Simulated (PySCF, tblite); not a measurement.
# C₆H₁₆N+: a rotation path, then NMR shifts on frames, part 2 of 2

tblite 0.8.0 and PySCF 2.14.0. Atoms count from 0. Earlier steps stand in the parts before.

## 5. Shielding tensors: image 6, PBE0/pcSseg-1

What the job is given:

```
{"job": {"kind": "nmr", "xc": "PBE0", "basis": "pcSseg-1", "pop": false}, "charge": 1, "multiplicity": 1}
C      2.713100     0.128400    -0.612800
C      1.571600     0.721600     0.207300
C      0.566400    -0.367400     0.628300
C     -0.865500    -0.197500     0.119100
C     -0.959700    -0.039700    -1.389200
C     -1.742800    -1.341700     0.604500
N     -1.414900     1.084200     0.739800
H      3.433600     0.897300    -0.874600
H      2.335100    -0.316900    -1.529700
H      3.230900    -0.639500    -0.043900
H      1.989200     1.198700     1.094400
H      1.091400     1.504200    -0.386800
H      0.925300    -1.326800     0.256800
H      0.539700    -0.446100     1.716900
H     -0.448200     0.851600    -1.740400
H     -1.995100     0.002400    -1.716500
H     -0.497700    -0.893000    -1.874800
H     -1.676500    -1.462800     1.683100
H     -2.783700    -1.195500     0.328000
H     -1.414900    -2.272500     0.151700
H     -2.348600     1.293400     0.366100
H     -1.476700     0.983400     1.760200
H     -0.776800     1.861400     0.522500
```

With the program's defaults for keys left out, this is: GIAO PBE0/pcSseg-1 NMR shielding, non-relativistic, gas phase.

The log of the run:

```text
coarse grid: 17504 points
cycle   1  E = -292.2914607221  dE =  7.902e-01  |g| = 4.883e-01  |ddm| = 3.869e+00
cycle   2  E = -292.2872983310  dE =  4.162e-03  |g| = 5.339e-01  |ddm| = 1.152e+00
cycle   3  E = -292.3576308820  dE = -7.033e-02  |g| = 4.974e-02  |ddm| = 5.114e-01
cycle   4  E = -292.3579998826  dE = -3.690e-04  |g| = 2.413e-02  |ddm| = 4.570e-02
cycle   5  E = -292.3581178865  dE = -1.180e-04  |g| = 4.633e-03  |ddm| = 1.803e-02
cycle   6  E = -292.3581225969  dE = -4.710e-06  |g| = 6.922e-04  |ddm| = 5.038e-03
final grid: 164192 points
cycle   7  E = -292.3994555248  dE = -8.971e-05  |g| = 1.102e-02  |ddm| = 5.566e-02
cycle   8  E = -292.3994474287  dE =  8.096e-06  |g| = 1.249e-02  |ddm| = 1.960e-02
cycle   9  E = -292.3994862364  dE = -3.881e-05  |g| = 6.002e-04  |ddm| = 1.040e-02
cycle  10  E = -292.3994862991  dE = -6.264e-08  |g| = 2.875e-04  |ddm| = 9.916e-04
cycle  11  E = -292.3994863177  dE = -1.862e-08  |g| = 4.413e-05  |ddm| = 2.539e-04
cycle  12  E = -292.3994863181  dE = -4.004e-10  |g| = 1.210e-05  |ddm| = 4.910e-05
converged SCF energy = -292.3994863181

GIAO shielding tensors (ppm)
atom      isotropic    diamagn.    paramagn.     s11        s22        s33       span
  0 C      167.793     245.361     -77.568    149.084    166.735    187.560     38.476
  1 C      168.244     251.229     -82.985    160.758    165.800    178.172     17.414
  2 C      143.909     251.586    -107.677    124.368    141.310    166.049     41.682
  3 C      120.839     250.777    -129.938    102.628    108.428    151.462     48.833
  4 C      163.947     249.123     -85.176    146.118    157.002    188.722     42.604
  5 C      156.883     246.646     -89.763    138.310    143.198    189.142     50.832
  6 N      183.302     323.466    -140.163    157.142    175.720    217.045     59.903
  7 H       30.071      27.028       3.043     25.016     26.673     38.524     13.508
  8 H       30.550      30.059       0.491     25.619     30.285     35.746     10.127
  9 H       30.210      28.472       1.738     25.772     28.035     36.824     11.051
 10 H       29.864      31.378      -1.513     24.325     28.517     36.751     12.425
 11 H       30.802      34.492      -3.690     26.099     32.314     33.992      7.894
 12 H       30.045      34.775      -4.730     24.774     30.888     34.474      9.700
 13 H       29.624      34.700      -5.076     24.675     30.247     33.950      9.275
 14 H       29.918      32.206      -2.288     25.319     29.330     35.106      9.787
 15 H       30.319      31.388      -1.070     26.022     27.997     36.937     10.915
 16 H       29.945      31.300      -1.355     25.733     27.405     36.699     10.966
 17 H       30.239      30.482      -0.243     26.008     27.948     36.762     10.754
 18 H       30.182      30.106       0.076     26.004     27.544     36.999     10.995
 19 H       29.607      29.684      -0.077     25.554     27.125     36.142     10.588
 20 H       27.385      30.072      -2.686     21.919     23.671     36.566     14.648
 21 H       27.524      31.094      -3.571     22.494     23.306     36.770     14.276
 22 H       26.530      32.285      -5.754     19.681     25.765     34.146     14.465
```

It took 27 s on 1 thread of AMD EPYC 9R14, shared host; peak memory 0.9 GiB.

Key values: δ C3 66.1, C2 43.0, C5 30.0, C4 23.0, H22 5.19, H20 4.33 ppm.

## 6. Shielding tensors: image 7, PBE0/pcSseg-1

What the job is given:

```
{"job": {"kind": "nmr", "xc": "PBE0", "basis": "pcSseg-1", "pop": false}, "charge": 1, "multiplicity": 1}
C      2.615100     0.154400    -0.699600
C      1.588400     0.710900     0.281400
C      0.564600    -0.359300     0.701600
C     -0.845200    -0.204500     0.128700
C     -0.878600    -0.074300    -1.384400
C     -1.741900    -1.338700     0.601900
N     -1.418000     1.088500     0.702500
H      3.349000     0.914400    -0.950600
H      2.137900    -0.180800    -1.616300
H      3.141200    -0.687600    -0.257300
H      2.114500     1.069700     1.166100
H      1.101700     1.579300    -0.174500
H      0.939200    -1.332100     0.384000
H      0.488800    -0.394700     1.790400
H     -0.346800     0.807800    -1.728900
H     -1.900500    -0.032200    -1.752500
H     -0.405400    -0.940500    -1.835000
H     -1.720100    -1.436800     1.684700
H     -2.770500    -1.198200     0.280100
H     -1.396900    -2.279000     0.182700
H     -2.335700     1.293000     0.289400
H     -1.517900     1.008600     1.721700
H     -0.767700     1.859200     0.493900
```

Method: GIAO PBE0/pcSseg-1 NMR shielding, non-relativistic, gas phase.

The log of the run:

```text
coarse grid: 17504 points
cycle   1  E = -292.2914650967  dE =  7.922e-01  |g| = 4.886e-01  |ddm| = 3.869e+00
cycle   2  E = -292.2874357570  dE =  4.029e-03  |g| = 5.335e-01  |ddm| = 1.149e+00
cycle   3  E = -292.3577297076  dE = -7.029e-02  |g| = 5.046e-02  |ddm| = 5.113e-01
cycle   4  E = -292.3581129696  dE = -3.833e-04  |g| = 2.425e-02  |ddm| = 4.675e-02
cycle   5  E = -292.3582314736  dE = -1.185e-04  |g| = 4.717e-03  |ddm| = 1.786e-02
cycle   6  E = -292.3582363414  dE = -4.868e-06  |g| = 7.110e-04  |ddm| = 5.063e-03
final grid: 164192 points
cycle   7  E = -292.3998528506  dE = -9.332e-05  |g| = 1.125e-02  |ddm| = 5.598e-02
cycle   8  E = -292.3998444867  dE =  8.364e-06  |g| = 1.273e-02  |ddm| = 1.981e-02
cycle   9  E = -292.3998848543  dE = -4.037e-05  |g| = 6.515e-04  |ddm| = 1.058e-02
cycle  10  E = -292.3998849318  dE = -7.741e-08  |g| = 2.883e-04  |ddm| = 1.063e-03
cycle  11  E = -292.3998849503  dE = -1.858e-08  |g| = 4.995e-05  |ddm| = 2.557e-04
cycle  12  E = -292.3998849509  dE = -5.280e-10  |g| = 1.242e-05  |ddm| = 5.802e-05
converged SCF energy = -292.3998849509

GIAO shielding tensors (ppm)
atom      isotropic    diamagn.    paramagn.     s11        s22        s33       span
  0 C      167.794     245.993     -78.199    149.753    166.120    187.508     37.755
  1 C      167.139     250.833     -83.693    161.140    164.394    175.883     14.744
  2 C      144.004     251.371    -107.367    127.306    141.301    163.406     36.100
  3 C      120.981     250.860    -129.879    103.035    108.338    151.570     48.535
  4 C      163.445     249.173     -85.728    146.657    156.635    187.043     40.386
  5 C      156.917     246.530     -89.613    138.550    143.068    189.134     50.583
  6 N      182.962     323.558    -140.596    155.873    175.932    217.081     61.208
  7 H       30.060      27.180       2.880     25.059     26.638     38.483     13.425
  8 H       30.547      30.430       0.118     25.411     30.909     35.322      9.911
  9 H       30.266      28.693       1.573     25.916     27.981     36.902     10.986
 10 H       29.713      31.010      -1.296     23.975     28.289     36.875     12.900
 11 H       30.934      34.336      -3.402     26.324     32.304     34.174      7.850
 12 H       29.961      34.496      -4.535     24.938     30.640     34.306      9.368
 13 H       29.683      34.622      -4.939     24.511     30.256     34.284      9.773
 14 H       29.990      32.285      -2.295     25.515     29.331     35.125      9.610
 15 H       30.294      31.404      -1.110     25.991     27.998     36.892     10.900
 16 H       29.894      31.330      -1.436     25.690     27.475     36.516     10.826
 17 H       30.235      30.432      -0.197     26.013     27.895     36.798     10.784
 18 H       30.176      30.057       0.119     26.014     27.532     36.982     10.968
 19 H       29.606      29.628      -0.022     25.514     27.153     36.151     10.637
 20 H       27.388      30.132      -2.744     21.951     23.678     36.535     14.585
 21 H       27.561      31.061      -3.500     22.519     23.315     36.850     14.331
 22 H       26.364      32.270      -5.906     19.396     25.665     34.031     14.635
```

It took 26 s on 1 thread of AMD EPYC 9R14, shared host; peak memory 0.9 GiB.

In short: δ C3 65.9, C2 42.9, C5 30.0, C4 23.5, H22 5.35, H20 4.33 ppm.

## 7. Nuclear shieldings: image 8, PBE0/pcSseg-1

What the job is given:

```
{"job": {"kind": "nmr", "xc": "PBE0", "basis": "pcSseg-1", "pop": false}, "charge": 1, "multiplicity": 1}
C      2.528000     0.204000    -0.775600
C      1.615300     0.686000     0.348000
C      0.564100    -0.358000     0.763800
C     -0.825200    -0.217100     0.134900
C     -0.815900    -0.119200    -1.381200
C     -1.746900    -1.333000     0.606500
N     -1.414400     1.089600     0.658800
H      3.269500     0.964700    -1.003800
H      1.976200    -0.014500    -1.684900
H      3.055500    -0.695800    -0.471200
H      2.240100     0.907600     1.213900
H      1.150800     1.631600     0.048000
H      0.945900    -1.346700     0.510600
H      0.443000    -0.341600     1.849500
H     -0.253600     0.742500    -1.729400
H     -1.829400    -0.058900    -1.772100
H     -0.357400    -1.009900    -1.799700
H     -1.767800    -1.403100     1.691600
H     -2.761100    -1.189000     0.241700
H     -1.396500    -2.287100     0.224500
H     -2.303500     1.297400     0.189500
H     -1.576500     1.026400     1.671000
H     -0.745000     1.850900     0.475900
```

Method: GIAO PBE0/pcSseg-1 NMR shielding, non-relativistic, gas phase.

The log of the run:

```text
coarse grid: 17504 points
cycle   1  E = -292.2918238933  dE =  7.867e-01  |g| = 4.875e-01  |ddm| = 3.868e+00
cycle   2  E = -292.2883234992  dE =  3.500e-03  |g| = 5.303e-01  |ddm| = 1.143e+00
cycle   3  E = -292.3578463910  dE = -6.952e-02  |g| = 5.091e-02  |ddm| = 5.081e-01
cycle   4  E = -292.3582397429  dE = -3.934e-04  |g| = 2.425e-02  |ddm| = 4.717e-02
cycle   5  E = -292.3583576064  dE = -1.179e-04  |g| = 4.789e-03  |ddm| = 1.770e-02
cycle   6  E = -292.3583626207  dE = -5.014e-06  |g| = 7.172e-04  |ddm| = 5.087e-03
final grid: 164192 points
cycle   7  E = -292.4004409149  dE = -1.148e-04  |g| = 1.156e-02  |ddm| = 6.304e-02
cycle   8  E = -292.4004326993  dE =  8.216e-06  |g| = 1.299e-02  |ddm| = 2.028e-02
cycle   9  E = -292.4004747611  dE = -4.206e-05  |g| = 7.227e-04  |ddm| = 1.077e-02
cycle  10  E = -292.4004748595  dE = -9.844e-08  |g| = 3.036e-04  |ddm| = 1.177e-03
cycle  11  E = -292.4004748799  dE = -2.044e-08  |g| = 6.200e-05  |ddm| = 2.798e-04
cycle  12  E = -292.4004748808  dE = -8.375e-10  |g| = 1.320e-05  |ddm| = 6.986e-05
converged SCF energy = -292.4004748808

GIAO shielding tensors (ppm)
atom      isotropic    diamagn.    paramagn.     s11        s22        s33       span
  0 C      168.693     246.335     -77.642    152.466    166.068    187.547     35.082
  1 C      166.084     250.215     -84.132    161.657    162.400    174.195     12.538
  2 C      144.733     250.932    -106.199    131.075    141.505    161.620     30.545
  3 C      120.898     250.802    -129.904    103.383    108.235    151.076     47.693
  4 C      161.882     249.160     -87.277    146.224    155.623    183.799     37.575
  5 C      156.564     246.450     -89.886    138.385    142.343    188.963     50.578
  6 N      182.566     323.637    -141.071    153.959    176.233    217.506     63.547
  7 H       30.044      27.249       2.795     25.105     26.652     38.375     13.270
  8 H       30.515      30.696      -0.181     25.113     31.516     34.916      9.804
  9 H       30.325      28.827       1.498     26.076     27.857     37.041     10.964
 10 H       29.571      30.584      -1.013     23.613     28.188     36.912     13.299
 11 H       30.936      33.963      -3.026     26.177     32.096     34.536      8.360
 12 H       29.849      34.065      -4.216     25.041     30.233     34.274      9.234
 13 H       29.774      34.460      -4.686     24.402     30.278     34.642     10.239
 14 H       29.977      32.348      -2.371     25.462     29.367     35.100      9.638
 15 H       30.277      31.452      -1.175     25.999     28.068     36.765     10.766
 16 H       29.822      31.309      -1.487     25.752     27.416     36.299     10.547
 17 H       30.224      30.396      -0.172     26.035     27.824     36.814     10.779
 18 H       30.160      30.042       0.119     26.039     27.554     36.888     10.848
 19 H       29.590      29.555       0.035     25.492     27.126     36.153     10.662
 20 H       27.409      30.292      -2.882     22.004     23.796     36.428     14.424
 21 H       27.589      31.015      -3.426     22.525     23.326     36.916     14.391
 22 H       26.229      32.314      -6.086     19.150     25.520     34.017     14.867
```

Run time: 25 s. Hardware: 1 thread of AMD EPYC 9R14, shared host; peak memory 0.9 GiB.

This run: δ C3 66.0, C2 42.2, C5 30.4, C4 25.0, H22 5.49, H20 4.31 ppm.

## 8. Run by run: NMR shifts

Shifts (ppm) of some atoms, chosen among heavy atoms and hydrogens apart, with basis size and wall time:

```tsv
frame	C2	C4	C1	C0	H11	H10	N6	functions	time
image 0	45.1	25.2	21.1	15.7	1.80	0.87	84.7	199	25 s
image 3	44.2	24.5	18.2	17.0	1.49	1.33	84.3	199	26 s
image 6	43.0	23.0	18.7	19.1	0.92	1.85	84.4	199	27 s
image 7	42.9	23.5	19.8	19.1	0.78	2.00	84.8	199	26 s
image 8	42.2	25.0	20.8	18.2	0.78	2.15	85.2	199	25 s
```

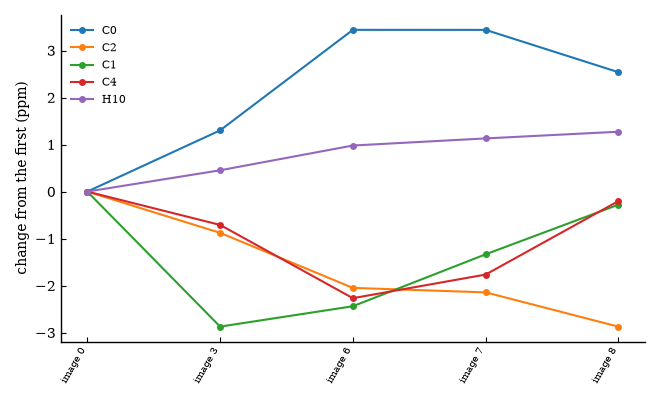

How five of the tabulated atoms move from run to run.

## 9. Summary of results

This closing draws on all 2 parts.

```
                                       quantity                                                                                            value
                                        barrier                                                               0.093 eV (2.1 kcal/mol) at image 6
                          end to end (GFN2-xTB)                                                                                         0.071 eV
13C shifts against TMS (PBE0/pcSseg-1, image 0)                                                           65.3, 45.1, 30.3, 25.2, 21.1, 15.7 ppm
 1H shifts against TMS (PBE0/pcSseg-1, image 0)  5.45, 4.37, 4.16, 2.15, 2.06, 1.86, 1.83, 1.80, 1.66, 1.58, 1.53, 1.51, 1.49, 1.37 ppm and more
15N shifts against NH3 (PBE0/pcSseg-1, image 0)                                                                                         84.7 ppm
                       range of the shift of C0                                                                                 15.7 to 19.1 ppm
```

What this shows: Along the band the dihedral turns by 86°, and the top (dihedral 241°) lies 2.1 kcal/mol above the start (GFN2-xTB, rough), so at room temperature this motion is fast. The top was not checked by a frequency run. Shifts at one fixed geometry are not the observed spectrum, which averages over the motion. In the first frame run (image 0): Shielding is most anisotropic at N6 (span 62 ppm, paramagnetic term -141 ppm). In ppm, C0 moves most: its shift spreads over 3.4 ppm, from 15.7 (image 0) to 19.1 (image 6).
